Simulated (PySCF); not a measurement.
# C4H11ClSi2: what the fields show

The calculation's input:

```
{"job": {"kind": "nmr", "xc": "PBE0", "basis": "pcSseg-1"}, "charge": 0, "multiplicity": 1}
Cl     2.227741    -1.588121    -1.382412
C      2.630191    -0.364667    -0.148005
Si     1.035497     0.579747     0.348809
C     -0.182594    -0.625052     1.203281
C     -1.609021    -0.186815     0.865793
C     -1.806549    -0.034649    -0.643919
Si    -0.444254     1.110728    -1.351569
H      3.090210    -0.897949     0.679847
H      3.376391     0.289472    -0.590384
H      1.502426     1.598582     1.309398
H     -0.058343    -0.664221     2.285565
H     -0.027442    -1.639661     0.830511
H     -1.814285     0.769763     1.355083
H     -2.324026    -0.913769     1.262749
H     -1.735129    -1.020006    -1.108097
H     -2.812233     0.332510    -0.848270
H     -0.144665     0.756743    -2.741115
H     -0.912673     2.503683    -1.338921
```

Command:

```sh
OMP_NUM_THREADS=1 python probes_run.py task.json out
```

Geometry: GFN2-xTB.

Level of theory: PBE0/pcSseg-1, SCF density, gas phase, non-relativistic (PySCF).

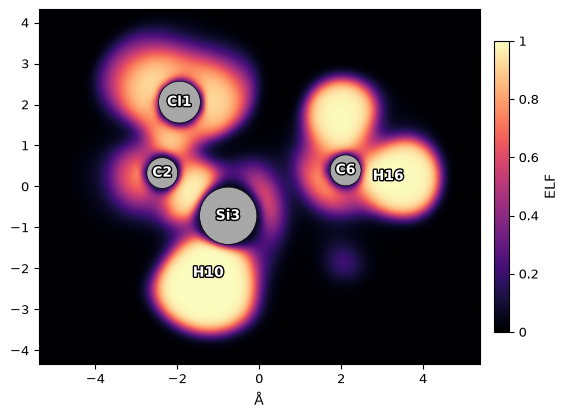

Figure 1. ELF on the plane of atoms C2, Si3 and H10. Grey discs cover the atomic cores.

What do the fields say about this system?

The plane passes through Cl, C, Si and H nuclei. C–Cl (1.78 Å): the ELF peaks at about 0.90 between the atoms, as expected for localised, covalent bonding. C–Si (1.92 Å): the ELF peaks at about 0.95 between the atoms, as expected for a covalent bond. C–H (1.09 Å): the ELF climbs to about 1 towards the hydrogen, as it does in any bond to H: an ordinary covalent bond to hydrogen. Si–H (1.48 Å): the ELF climbs to about 1 towards the hydrogen. The ELF also peaks beside Cl1, away from the bonds: lone-pair regions.

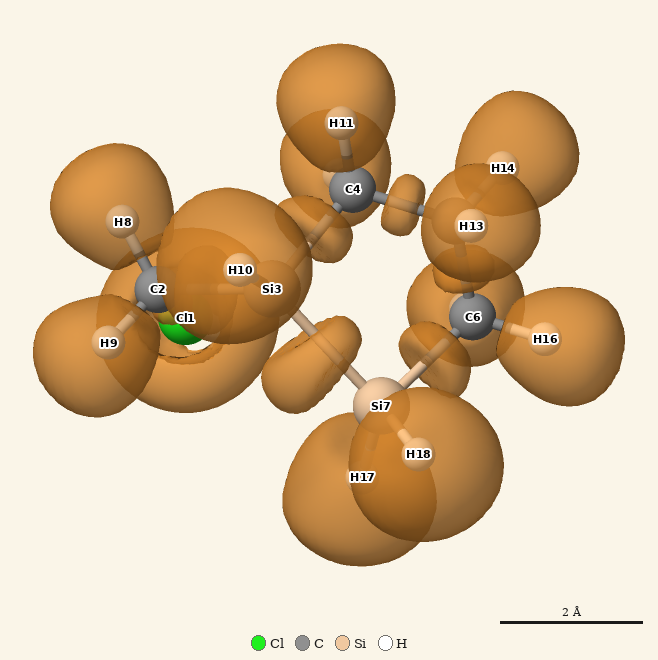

Figure 2. Isosurface of the ELF at 0.8 (orange), seen across its widest extent. Only the valence region is drawn (cores and ρ < 0.01 e/Å³ removed).

Describe the localisation domains.

At this value the surface marks out two regions between bonded C–C atoms (shared pairs), one region between bonded C–Cl atoms (shared pairs), three regions between bonded C–Si atoms (shared pairs), one region between bonded Si–Si atoms (shared pairs), eleven regions around hydrogen nuclei and one ring or bowl of non-bonding electrons around Cl.


C–C (1.53 Å): the ELF peaks at about 0.95 between the atoms (a shared electron pair).

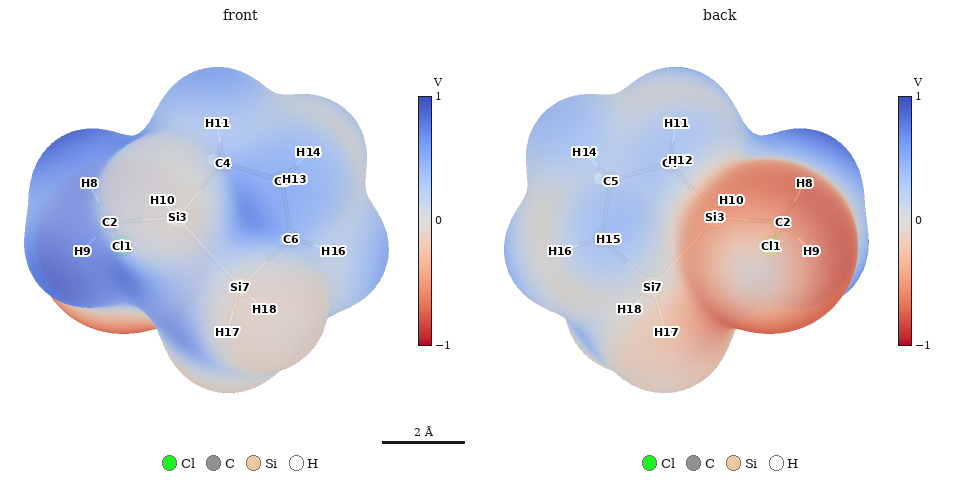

Figure 3. The electrostatic potential painted on the density surface at 0.001 e/bohr³, seen from the front and from behind; red is negative and blue positive.

Where is the surface potential most negative and most positive?

The most negative region (about −0.7 V) lies over Cl1, the most positive (about +0.8 V) over Si3, H8 and H9.
